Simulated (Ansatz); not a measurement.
**CHS2Se (SMILES S=CS[Se-]) (charge −1): density, localisation and related maps**

```xyz
5

C    -0.2402    0.7782    1.3236
S     0.4963   -0.2724    2.3796
S    -1.2856    2.0404    1.7570
Se   -1.9386    3.0777   -0.0730
H    -0.0795    0.7051    0.2368
```

Geometry: PBE0-D3(BJ)/def2-SVPD.

These are results of isolated molecule in a Gaussian basis; Kohn-Sham density functional theory, functional PBE0 in Ansatz 0.2.0, not measurements.

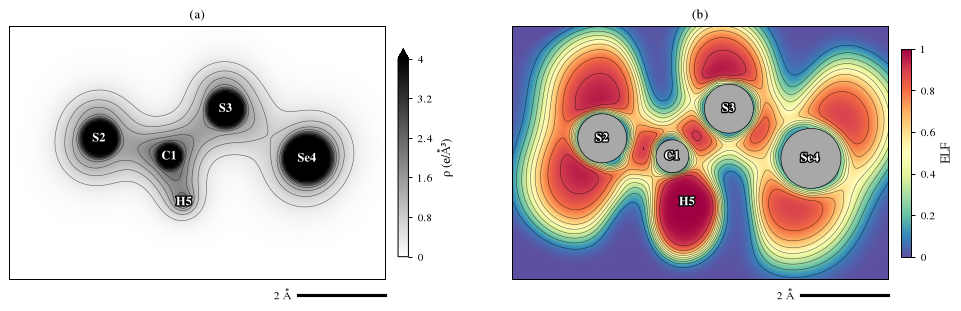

Figure 1. (a) electron density; (b) electron localisation function on the molecular plane. Grey discs cover the atomic cores in the ELF map.

> What does the map show?

Atoms in the plane: C, S, Se and H.
C–S (1.66 Å): ρ at the midpoint is about 1.6 e/Å³; the ELF peaks at about 0.90 between the atoms: a covalent bond.
Se–S (2.20 Å): ρ at the midpoint is about 0.81 e/Å³; the ELF peaks at about 0.85 between the atoms: a covalent bond.
C–H (1.10 Å): the density is about 2 e/Å³ at the midpoint; the ELF climbs to about 1 towards the hydrogen, as it does in any bond to H (an ordinary covalent bond to hydrogen).
The ELF also peaks beside Se4, S2 and S3, away from the bonds: lone-pair regions.

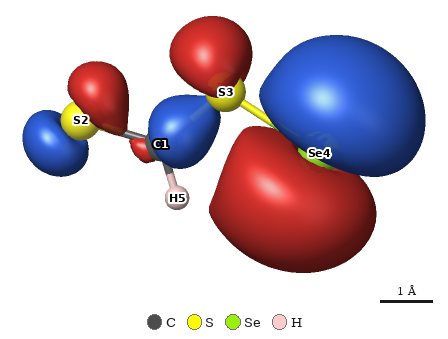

Figure 2. The HOMO−1 at ±0.06 Å⁻³ᐟ² (red and blue are the two phases), seen at a tilt.

> Describe this orbital and give its energy.

By Hirshfeld shares it lies mainly on Se4 (about 85 %) and S3 (about 10 %); it is symmetric in the molecular plane (an in-plane orbital: σ, lone-pair or in-plane π type); largely a lone pair of Se4. Its energy is −1.84 eV.
